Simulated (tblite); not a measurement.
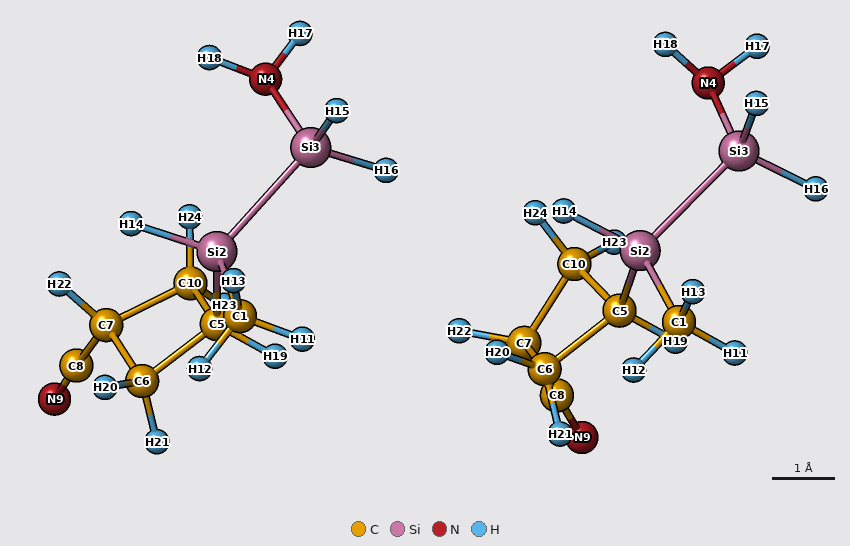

Two geometries of C₆H₁₄N₂Si₂, drawn at one scale. One is the start of a relaxation, the other its converged end. The picture is a ball-and-stick view, seen from a free direction.

The calculation used GFN2-xTB geometry optimisation, gas phase in tblite. 

Which of the two is the end point?

Answer. The left one is the relaxed one. Over 162 geometry steps the energy falls by 10.5 kcal/mol. The atom that moves furthest after the best rigid fit is N9 (1.79 Å). Largest moves by element: N 1.79 Å, H 1.40 Å, C 1.04 Å, Si 0.10 Å. Some distances before and after: C1–Si2 1.841 → 1.903 Å, Si3–N4 1.689 → 1.728 Å, Si3–H16 1.490 → 1.467 Å, N4–H17 1.029 → 1.008 Å. Among the angles between lasting bonds that change: Si3–N4–H17 108.7° → 118.4°, Si3–N4–H18 110.9° → 119.0°, N4–Si3–H15 106.3° → 113.9°. Groups turn about Si2–Si3 by about 20°.
